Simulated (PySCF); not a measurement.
## A study: H$_{3}$Si, charge +1, SMILES `[SiH3+]`

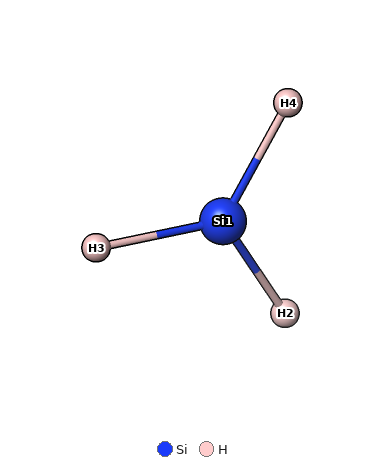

The molecule, with its atoms numbered as below. No frequency check shows the geometry to be a minimum.

Coordinates in Å:

```
Si1      0.0000    0.0000    0.0000
H2       1.4615   -0.0986    0.0000
H3      -0.8162   -1.2165    0.0000
H4      -0.6455    1.3151    0.0000
```

## 1. Bonding charge

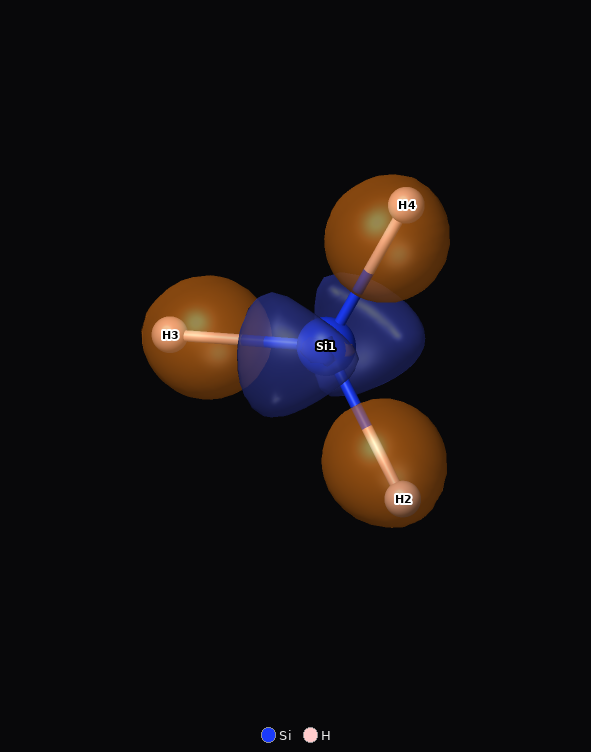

Deformation density (molecule less spherical, spin-averaged free atoms at the same positions), surfaces at ±0.15 e/Å³; orange: gain, blue: loss.

Level of theory: B3LYP/def2-TZVP (PySCF), at a geometry from GFN2-xTB.

How much density has each bond gained at its critical point, relative to the free atoms?

Answer. Si1–H2, Si1–H3 and Si1–H4: +0.31 e/Å³ at the bond critical point (bond length 1.47 Å, Mayer order 0.9). In all, 0.8 electrons gather in the regions of gain relative to the promolecule of neutral atoms (the regions of loss give up this much and the cation's charge besides).

## 2. Electrostatic potential

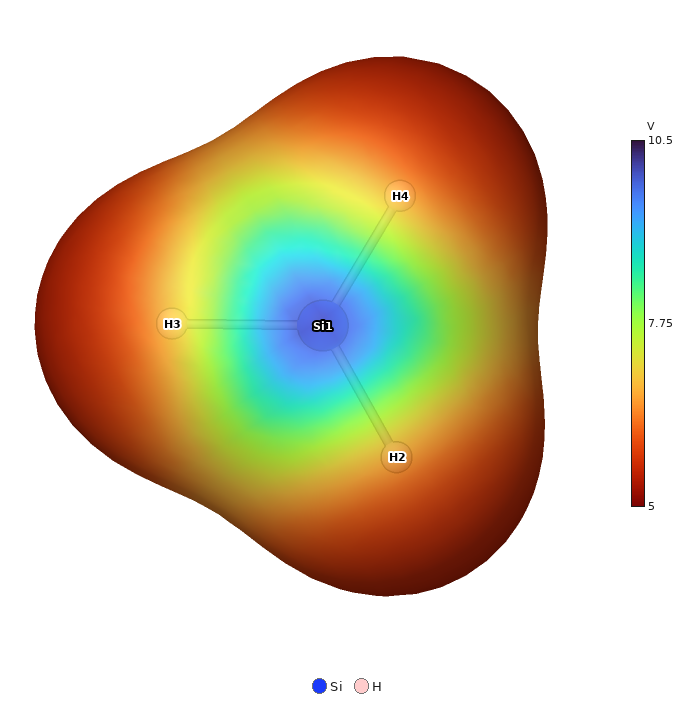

Electrostatic potential on the surface of electron density 0.001 a.u.

Where are the extremes of the potential on the surface?

Answer. Highest: 10.15 V, over Si1, off the plane of its three bonds (1.7 Å), and at like points elsewhere. Lowest: 5.46 V, 1.3 Å from H2, and at like points elsewhere. The surface is sampled at points, so like sites can differ by a few per cent and only the strongest of them is named.

## 3. In an electric field

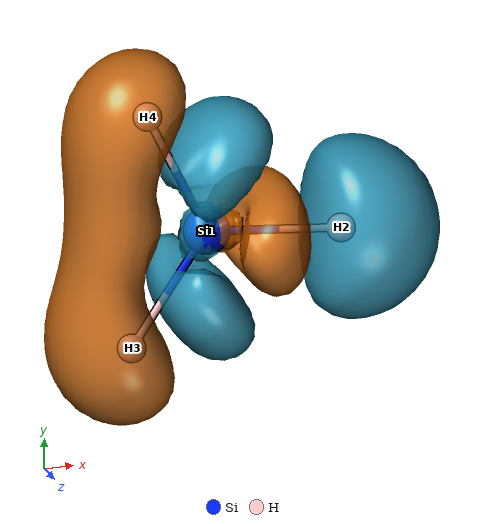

Change of the electron density in a uniform field of 0.51 V/Å, surfaces at ±0.003 e/Å³ (light blue: gain, orange: loss).

PySCF calculation, r2SCAN/6-31+G*, gas phase; geometry: GFN2-xTB. The basis has diffuse s and p functions alone, which still leaves polarisabilities too small, most of all across bonds.

Along which Cartesian direction does the field point?

Answer. Along −x: electrons gather on the +x side, against the field.

How large is the response?

Answer. The induced dipole is 0.52 D (along the field); α along this axis, from the fields in both directions, is 20 bohr³ (3.0 Å³).

Which atoms gain and lose the most charge?

Answer. Electrons gather most on H2 (Hirshfeld charge changes by −0.025 e) and leave H3 most (+0.014 e); 0.056 electrons are displaced in all.

## 4. Removing or adding an electron

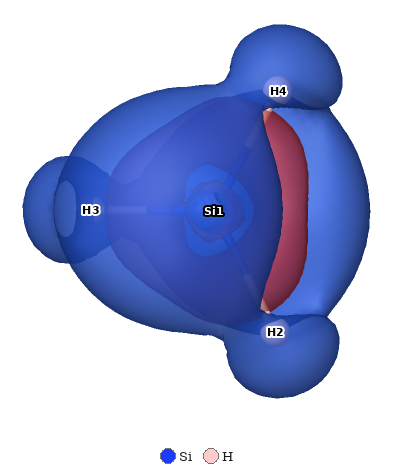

Fukui function f⁺ = ρ(N+1) − ρ(N) at fixed geometry, surfaces at ±0.02 e/Å³ (blue positive, red negative).

Method: CAM-B3LYP/6-311+G**; geometry: GFN2-xTB; program: PySCF.

Which atoms respond most to the addition of an electron?

Answer. f⁺ (Hirshfeld-condensed) is largest on Si1 (0.70); the vertical electron affinity is 7.92 eV (the stability of the neutral species's solution wasn't checked). Condensed values hint at sites of nucleophilic attack but needn't mark the atom that reacts. Orbital relaxation makes it negative in places (0.11 e in all).

```json
{"atom": "Si1", "f⁺": "+0.70", "charge": "+0.91"}
{"atom": "H2", "f⁺": "+0.10", "charge": "+0.03"}
{"atom": "H3", "f⁺": "+0.10", "charge": "+0.03"}
{"atom": "H4", "f⁺": "+0.10", "charge": "+0.03"}
```

## 5. Localised orbitals

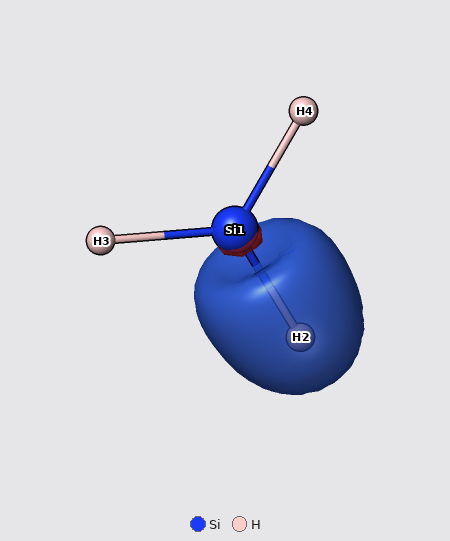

Pipek–Mezey orbitals, occupied; each surface holds about 70 % of the orbital's density. Energies are diagonal elements of the Fock matrix.

Computed with PySCF, B3LYP/6-311G**, geometry: GFN2-xTB.

What does this orbital represent?

Answer. σ bond Si1–H2 (Si1 51 %, H2 49 %; −19.1 eV).
